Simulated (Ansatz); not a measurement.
Cost and result by functional for the adsorption energy of N on the 1x1 (0001) surface of hcp Ru, one in a 2x2 cell, started at the site 'bridge Ru-Ru (span 2.7 Å)', in Ansatz (plane waves, PAW). Single points on the PBE structure, on one kind of machine; costs are rough ratios of the slab run's core time (references not counted) to the cheapest single point. r2SCAN's cost holds its higher cutoff (500 against 420 eV). Differences are taken against r2SCAN for comparison alone: no measured value is at hand, so the table doesn't rank accuracy.

Slab: 17 atoms, 6.3 Å thick at the start under the adsorbate (thin: gaps and levels are the slab's own); k 6x6x1, smearing 0.1 eV, dipole-corrected; 8 atoms held, the rest relaxed; start symmetry kept, larger cells not searched; no spin, no spin-orbit, no U, no dispersion correction. At the end it is bonded to 3 Ru. In PBE it is, or lies within 0.03 eV of, the lowest of the starts that converged. These notes are the PBE run's. Adsorption energies are against ½ N2(g). A negative adsorption energy means that the adsorbate is more stable on the surface than in its reference.

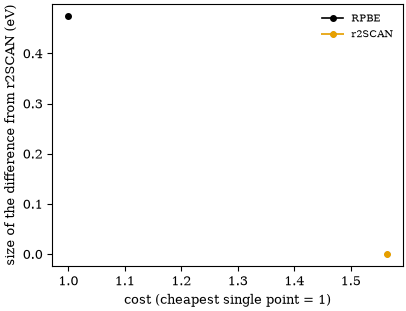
Fig. 1. Difference from r2SCAN against cost

```csv
functional,relative cost,adsorption energy (eV),less r2SCAN (eV)
RPBE,1,-0.63,0.47
r2SCAN,2,-1.11,0.00
PBE (the relaxed run's value),–,-0.92,0.19
```

The values span 0.47 eV, while the single points' costs differ by a factor of roughly 2. Differences are of unrounded values.

Ansatz is a first-principles code.
